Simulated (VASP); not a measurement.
Band structure of SiC (wurtzite). Level of theory: vdW-DF-cx, VASP's PBE PAW potentials (set 64) (plane waves; VASP).

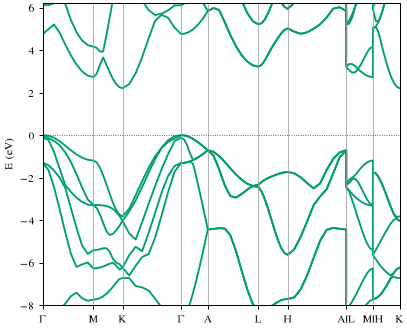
Figure: Bands along high-symmetry lines, zero at the valence-band maximum or, without a gap, the Fermi level

Question: Read the plot: is there a gap, and where are the band edges?

Answer: The gap is indirect, 2.21 eV, from the valence maximum at Γ to the conduction minimum at K. (Edges off the drawn lines would not show.)

Measured: gap 3.33 eV (computed value off by -1.12 eV), as given by Daiki Deguchi et al., Japanese Journal of Applied Physics (2016), arXiv:1512.06930.

The compound is SiC in the wurtzite structure, the rare 2H polytype. It was relaxed first.
